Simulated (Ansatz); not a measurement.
## Electronic structure of BrH$_{2}$LiMgN$_{2}$ in real space

Input

```
crystal:
  periodic: [false, false, false]
  atoms:
    - symbol: Br
      position_ang: [2.848771, -3.028387, -2.794561]
    - symbol: Li
      position_ang: [-1.885681, -0.322239, -3.208917]
    - symbol: Mg
      position_ang: [0.760100, -1.957129, -2.429260]
    - symbol: N
      position_ang: [-1.230442, -1.813141, -2.328776]
    - symbol: N
      position_ang: [-0.470744, -0.436627, -2.020854]
    - symbol: H
      position_ang: [-1.715536, -2.122633, -1.482074]
    - symbol: H
      position_ang: [-0.639225, -0.173687, -1.045911]
basis:
  gaussian:
    orbitals: def2-TZVPD
hamiltonian:
  xc: pbe0
output: {forces: true, orbitals: {seedname: orbitals}}
```

Run with:

```sh
ansatz run input.yaml --threads 1 --pin off --max-ram 2610MiB --events-out events.jsonl --progress --plain --runs-dir runs
```

Geometry: B3LYP/6-31G*.

The calculation used isolated molecule in a Gaussian basis; Kohn-Sham density functional theory, functional PBE0 in Ansatz.

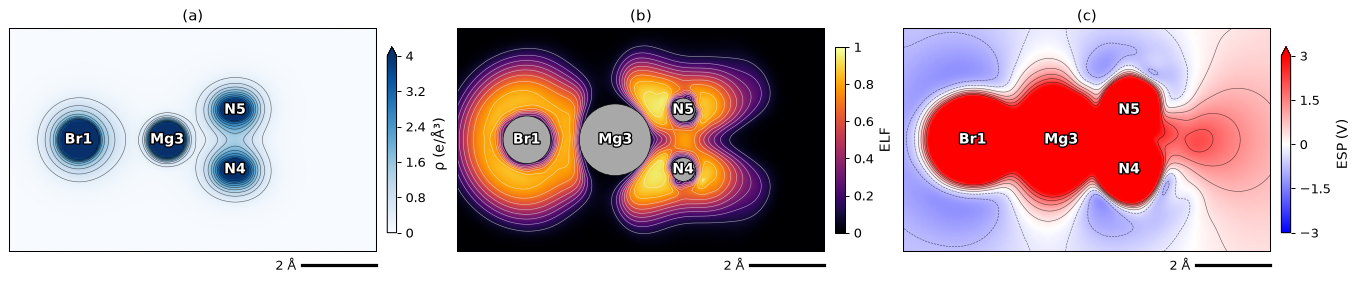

Figure 1. (a) total electron density; (b) ELF; (c) molecular electrostatic potential on the plane of atoms N4, Mg3 and N5. Grey discs cover the atomic cores in the ELF map.

What do the fields say about this system?

Answer.
- The section cuts through Br, Mg and N sites.
- N–N (1.60 Å): ρ is about 1.4 e/Å³ halfway; the ELF peaks at about 0.80 between the atoms: localised, covalent bonding.
- Mg–N (2.00 Å): the density is about 0.46 e/Å³ at the midpoint; the ELF peaks at about 0.90 in the valence shell of N, 0.7 Å from its nucleus, and is about 0.40 at the midpoint (a largely ionic contact).
- Mg–Br (2.38 Å): ρ at the midpoint is about 0.48 e/Å³; the ELF peaks at about 0.85 in the valence shell of Br, 1.1 Å from its nucleus, and falls to about 0.05 next to Mg: a largely ionic contact.
- Outside the dense part of the molecule the potential is most negative (−1.3 V) near N4 and N5.

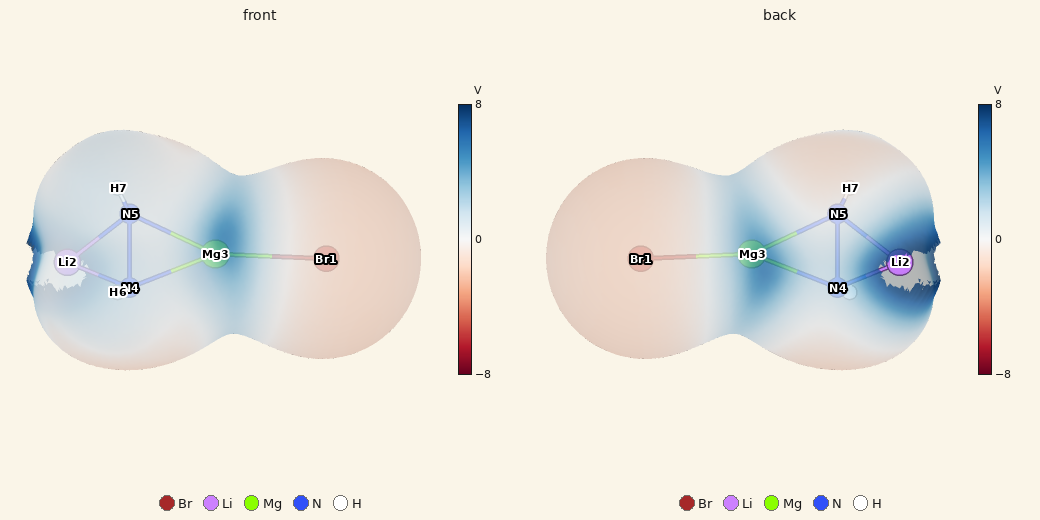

Figure 2. The molecular electrostatic potential painted on the density surface at 0.002 e/bohr³, seen from the front and from behind; red is negative and blue positive.

Which sites attract a positive test charge, and which a negative one?

Answer. A positive charge is drawn to the negative regions and a negative charge to the positive ones. The most negative region (about −1.3 V) lies over Br1, the most positive (about +7.5 V) over Li2.

How polar is the molecule by this calculation?

Answer. Its dipole moment is 7.17 D.

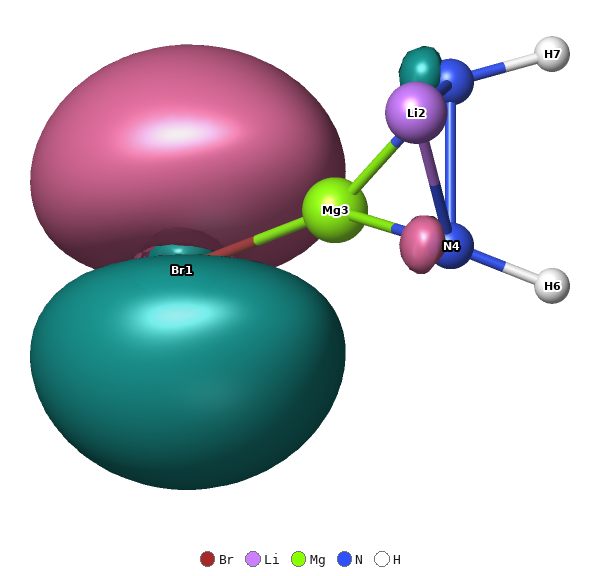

Figure 3. The HOMO−1 at ±0.08 Å⁻³ᐟ² (teal and pink are the two phases), seen at an oblique angle.

Describe this orbital and give its energy.

Answer. It lies mainly on Br1 (about 90 %); largely a lone pair of Br1. Its energy is −7.40 eV.
